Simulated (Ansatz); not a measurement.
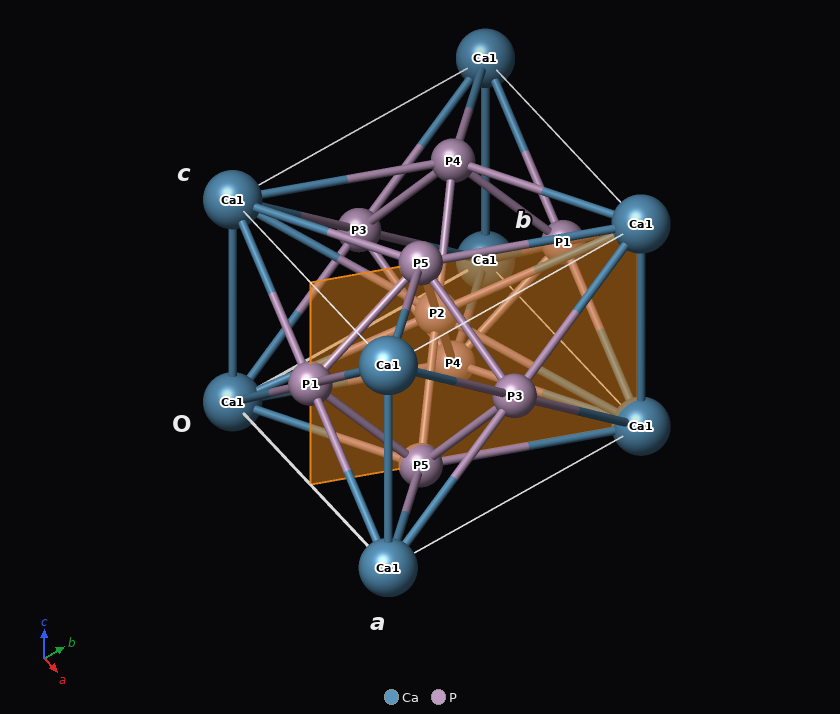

Crystal: CaP5, the end point of a relaxation with DFT PBE, scalar-relativistic, plane waves, PAW (Ansatz); the starting structure was generated, so it need not be a known form of this composition. The shaded plane is a symmetry element of the crystal. All values are computed from the atomic coordinates in the standard setting (tolerance 0.002 Å).

a = 6.133 Å, b = 6.133 Å, c = 3.338 Å, α = 90.00°, β = 90.00°, γ = 120.00°.

```json
{"atom": "Ca1", "x": "0.0000", "y": "0.0000", "z": "0.0000"}
{"atom": "P1", "x": "0.5000", "y": "0.0000", "z": "0.5000"}
{"atom": "P2", "x": "0.5000", "y": "0.5000", "z": "0.5000"}
{"atom": "P3", "x": "0.0000", "y": "0.5000", "z": "0.5000"}
{"atom": "P4", "x": "0.3333", "y": "0.6667", "z": "0.0000"}
{"atom": "P5", "x": "0.6667", "y": "0.3333", "z": "0.0000"}
```

> Is it a mirror or a glide plane, and what is the operation?

It is a mirror plane, parallel to (2 −1 0), through (0.700, 0.400, 1/2): x, y, z → −x+y+1, y, z.

> Onto which atom does it carry each atom (up to whole multiples of a, b and c)?

Ca1 → Ca1, P1 → P1, P2 → P3, P3 → P2, P4 → P4, P5 → P5.
